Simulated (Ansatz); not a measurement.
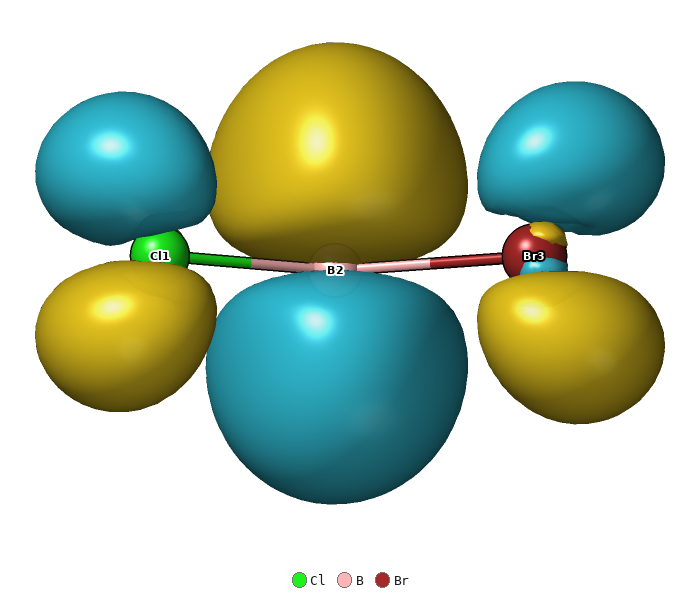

BBrCl (SMILES Cl[B]Br) (doublet). The LUMO (α) at ±0.1 Å⁻³ᐟ² (yellow and cyan are the two phases), seen from one side.

Geometry: PBE0-D4/def2-TZVP.

Level of theory: Ansatz 0.2.0, UKS PBE0-D4/def2-TZVPP.

```
atom    x (Å)    y (Å)    z (Å)
  Cl  -0.1554   1.5633   0.0766
   B  -0.4799  -0.0853  -0.2694
  Br   0.6243  -1.5428   0.1796
```

### What is the character of this orbital?

It lies mainly on B2 (about 60 %), Br3 (about 20 %) and Cl1 (about 20 %); it changes sign across the molecular plane (π type); π-antibonding (a node) across Cl1–B2 and B2–Br3. Its energy is −2.12 eV.
